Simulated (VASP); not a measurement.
Band structure of TlCl (CsCl type). All values below come from PBEsol GGA, VASP's PBE PAW potentials (set 64) (plane waves; VASP).

Unless said otherwise, spin-orbit coupling is left out, though it shifts the bands of the heavy elements here.

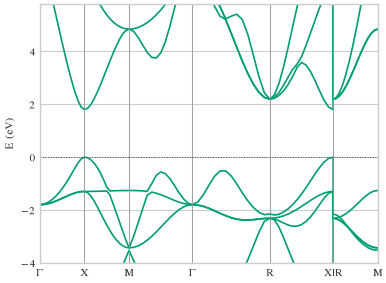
Fig. 1. Bands along high-symmetry lines, zero at the valence-band maximum or, without a gap, the Fermi level

Q: Read the plot: is there a gap, and where are the band edges?

A: The gap is direct, 1.80 eV, from the valence maximum at X to the conduction minimum at X. (Edges off the drawn lines would not show.)

The compound is TlCl in the CsCl type structure. It was relaxed first, which changed the volume by -6 %.
